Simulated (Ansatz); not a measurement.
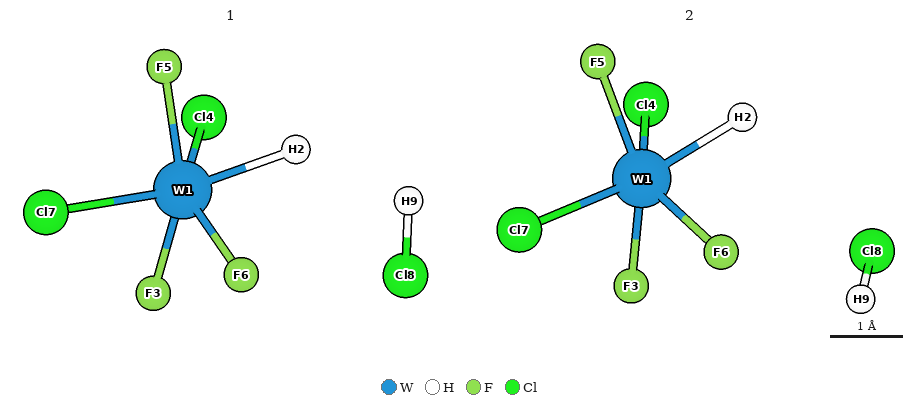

Two geometries of WH₂Cl₃F₃, drawn at one scale. One is the start of a relaxation, the other its converged end. A ball-and-stick model, seen at a tilt.

Level of theory: RKS BHLYP-D4/def2-SVP (Ansatz). Settings: no spin polarisation; force threshold 0.03 eV/Å; at most 50 steps.

Question: Which of the two is the end point?

Answer: Structure 2 is the relaxed one. The run prepares an end point of a later path (reaction) calculation, from a guessed geometry. The energy falls by 4.41 kcal/mol in 25 accepted moves (32 points after the start). Largest force component: 1.3 eV/Å at the start, 0.015 eV/Å at the end. The line search rejected the trial steps at points 2, 8, 14, 16, 22, 25, 30 of the run. The forces were under the threshold at step 15, but the run went on from there. The atom that moves furthest after the best rigid fit is H9 (1.41 Å). By element the largest moves are H 1.41 Å, F 0.45 Å, Cl 0.36 Å, W 0.16 Å. Near-neighbour distances that change, for instance: Cl8–H9 1.326 → 1.281 Å, W1–H2 1.705 → 1.667 Å, W1–F6 1.846 → 1.857 Å, W1–Cl7 2.302 → 2.307 Å. Among the angles between lasting bonds that change: F5–W1–F6 117.7° → 121.2°, Cl4–W1–Cl7 130.0° → 133.2°, Cl4–W1–F6 141.0° → 138.3°.
